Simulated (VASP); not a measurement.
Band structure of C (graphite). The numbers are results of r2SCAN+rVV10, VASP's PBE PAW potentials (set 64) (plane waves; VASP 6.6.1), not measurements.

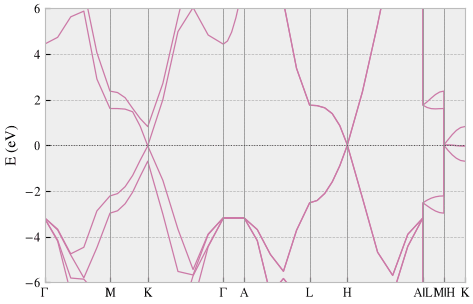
Figure: Bands along high-symmetry lines, zero at the valence-band maximum or, without a gap, the Fermi level

Problem. Read the plot: is there a gap, and where are the band edges?

Solution. It has no gap at this level: it comes out as a metal or semimetal.

The compound is C in the graphite structure. It was relaxed first.
